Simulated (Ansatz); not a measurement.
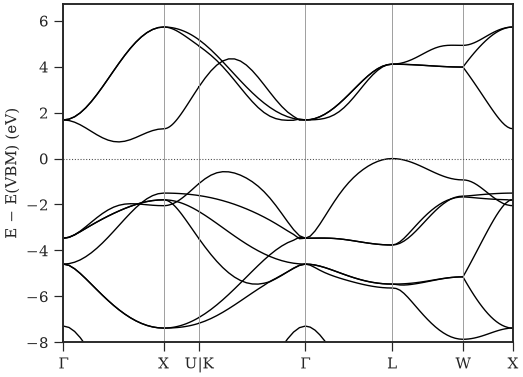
Band structure from the program Ansatz at the LDA level (PAW)

Read off the gap and where the band edges lie.

About 0.7 eV (0.72 eV by a search for the band edges); maximum at L, minimum on the Γ–X line, 55 % of the way from Γ.

The material is TeO₂ (fluorite, space group No. 225).

Space group Fm-3m (fluorite). A made-up cell: these elements were put on the sites of a structure type; neither database checked (COD, Materials Project) lists it. COD files the formula under space group No. 19, 61, 92, 136, so this cell is another polymorph or a model. Whether it is the stable phase at ambient conditions was not checked. Symmetry was held in the LDA relaxation; its stability against distortions is not shown here. Scalar-relativistic: spin–orbit coupling is off unless named, which matters more the heavier the elements.

Potentials: the later of the program's two PAW sets.
